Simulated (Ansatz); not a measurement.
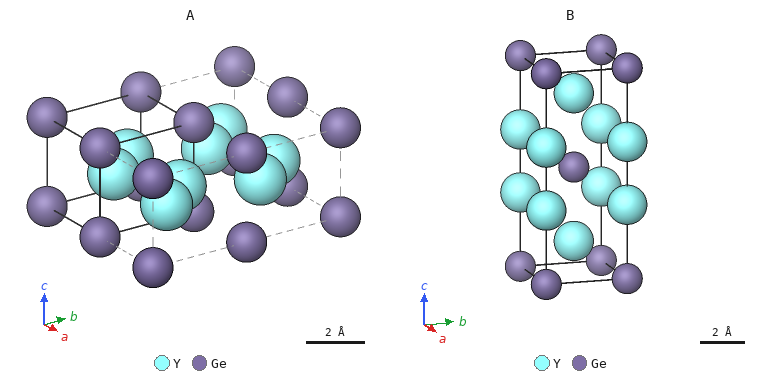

Two structures of Y2Ge, each relaxed to rest (conventional cells in solid outline, small ones repeated, not to one scale). Method: DFT PBE, scalar-relativistic, plane waves, PAW in Ansatz 0.2.0, without spin polarisation.

### Name structures A and B.

A: AlB₂ type, P6/mmm. B: 6 atoms a cell on a body-centred tetragonal lattice, I4/mmm.

### Which has the lower energy, and by how much?

B is lower, by 457 meV/atom at this level of theory (energies at zero smearing). Volumes: A 24.1, B 24.8 Å³/atom.

One or both may be structure types tried for this composition rather than known phases.
